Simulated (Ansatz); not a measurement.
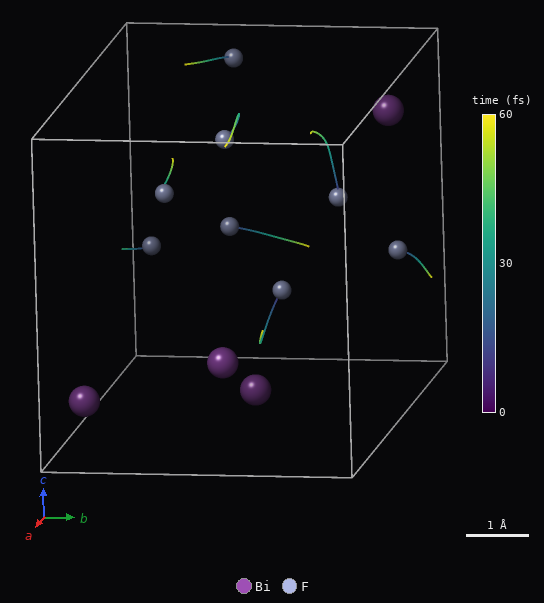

Molecular dynamics of an amorphous cell of composition BiF$_{2}$ (12 atoms in the cell), 60 fs long. Lines trace each atom's path, coloured by time; spheres stand at the starting positions. Seen slightly off an axis in the simulation cell.

Theory: DFT, PAW plane waves, PBE (Ansatz). Run with plane-wave cutoff 420 eV; k-point mesh 2 × 3 × 3; Fermi-Dirac smearing 0.05 eV; constant energy (NVE); velocities drawn for 100 K; time step 1.5 fs.

What do the traces tell about the motion?

In the second half of the run the atoms are, in the root-mean-square, this far from where they began (common drift taken out): F 0.86 Å, Bi 0.10 Å. The run lasts only 60 fs, too short to tell vibration from diffusion. Over the second half the temperature averages 3965 K (spread ±162 K). It is well above the start because potential energy is released as heat. The potential energy in the second half lies on average 459 meV per atom below the first frame. The total energy stays between −0.97 and 0 meV per atom of its start. A straight-line fit has a slope that amounts to −0.38 meV per atom over 60 fs (0.1 % of the mean kinetic energy), and the ripple about it is 0.2 % of the kinetic energy's fluctuation. With a drift under 2 % and a ripple under 7 %, the integration is accurate.

Limits of the set-up: the k-point mesh is coarse for a cell with partly filled bands; the periodic images lie only 5.1 Å apart, so the values are limited by the cell's size.

Cost: 2.4 min on 2 threads of Intel(R) Xeon(R) Platinum 8488C (Sapphire Rapids) (shared host), peak memory 0.61 GiB.
